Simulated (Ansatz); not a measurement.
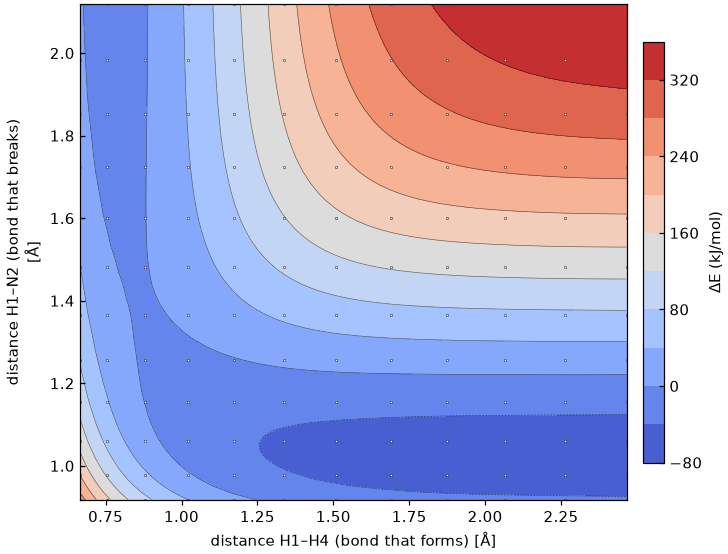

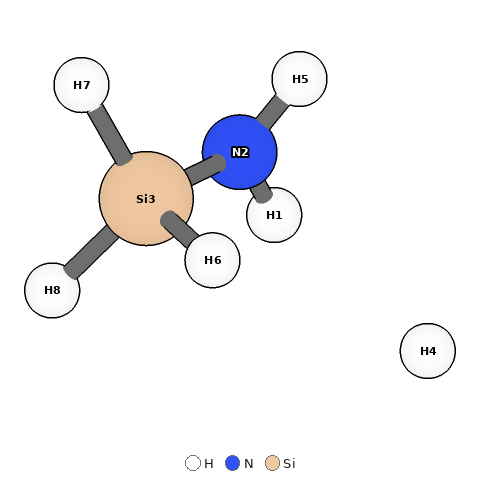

Energy landscape of the reacting system H6NSi (fragments H₅NSi + H where the first distance is long, H₂ + H₄NSi where the second is long), spin multiplicity 2. The first coordinate is: distance H1–H4 (bond that forms); the second: distance H1–N2 (bond that breaks). Relaxed at each point: all other coordinates. Grid: 12 × 12 points. Points are written as (first, second). All energies are given in kJ/mol relative to a guessed transition structure relaxed with its forming and breaking bonds held. In part of the range the unrestricted reference is strongly spin-contaminated. The calculation used Ansatz, UKS PBE0-D4/def2-SVP.

Drawn: filled contours, dots at the grid points. Between grid points the surface is interpolated. The second picture is the structure at the lowest point.

Q: What does the map say about the system?

A: The lowest grid point is at (2.466 Å, 0.978 Å), −58 kJ/mol from a guessed transition structure relaxed with its forming and breaking bonds held. It lies in a valley that leaves the map towards separated partners. The highest grid point, (2.466 Å, 2.118 Å), lies 418 kJ/mol above the lowest. On the interpolated surface the lowest path from the side where the first distance is long, about (2.47 Å, 1.02 Å), to the side where the second distance is long, (0.756 Å, 2.118 Å), has its top at about (0.86 Å, 1.43 Å), about 59 kJ/mol above the start and 16 kJ/mol above the end.

The values on the grid:

```csv
"second ↓, first →",0.666,0.756,0.880,1.021,1.174,1.338,1.510,1.689,1.875,2.067,2.264,2.466
2.118,4,−17,−2,46,111,183,249,297,327,345,354,360
1.983,7,−15,−2,44,107,175,235,279,306,322,332,337
1.852,12,−12,−1,41,100,163,216,253,277,290,298,302
1.724,19,−8,−1,37,90,144,189,219,236,246,251,253
1.600,28,−2,−1,30,75,119,153,174,186,191,194,195
1.481,41,5,−1,20,53,86,109,122,129,133,134,135
1.366,57,14,−2,7,27,46,60,67,71,73,74,74
1.257,77,25,−4,−8,−1,7,12,15,17,17,18,18
1.155,105,42,−1,−19,−25,−26,−27,−28,−28,−28,−28,−29
1.060,144,71,14,−18,−35,−44,−49,−53,−55,−56,−56,−57
0.978,199,115,46,3,−22,−37,−46,−52,−55,−56,−57,−58
0.918,259,168,90,40,9,−10,−21,−28,−32,−34,−35,−36
```

Each point was launched as `ansatz run input.yaml --threads 1 --pin off --max-ram 2560MiB --backend cpu --events-out ev --progress --plain --runs-dir out`. Time for the 144 points that were run: 41 min on 1 thread of Arm Neoverse V1, with other jobs on the host.
